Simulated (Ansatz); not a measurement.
Starting cell, BN (h-BN type, space group P6_3/mmc):

```
BN
1.0
    2.50046     0.00000     0.00000
   -1.25023     2.16546     0.00000
    0.00000     0.00000     6.41170
B N
2 2
Direct
  0.33333   0.66667   0.25000
  0.66667   0.33333   0.75000
  0.33333   0.66667   0.75000
  0.66667   0.33333   0.25000
```

In this cell atom 4 (N, nearest neighbour B at 1.444 Å; its periodic images, 2.5 Å or more away, move with it) is moved by s towards the nearest neighbour, unit vector (-0.866, 0.500, 0.000); all other atoms and the cell stay fixed.

Calculation: PBEsol-D3(BJ) (plane waves to 420 eV, PAW, scalar-relativistic; Ansatz, a quantum-chemistry and plane-wave program). k mesh 12×12×4 (Γ-centred), Fermi-Dirac smearing 0.05 eV. Energies are smeared free energies. BN was relaxed with its symmetry unable to fall. ΔE is measured from the undisplaced structure.

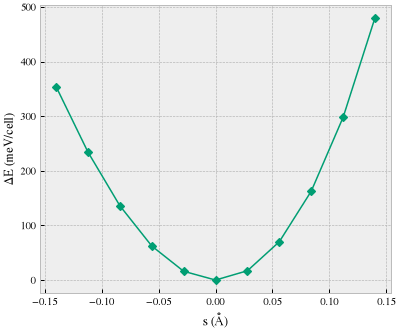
Figure: ΔE (meV/cell) against s (Å); computed points joined by lines.

Q: Is the energy the same for displacements of ±0.140 Å, and if not, which side lies higher?

A: Not even: the positive side lies higher at ±0.140 Å.

Q: What is the energy change at s = 0.140 Å?

A: About 480 meV/cell.

(For displaced atoms, the force is minus the slope of the energy, and its curvature is a force constant, which sets phonon frequencies.)
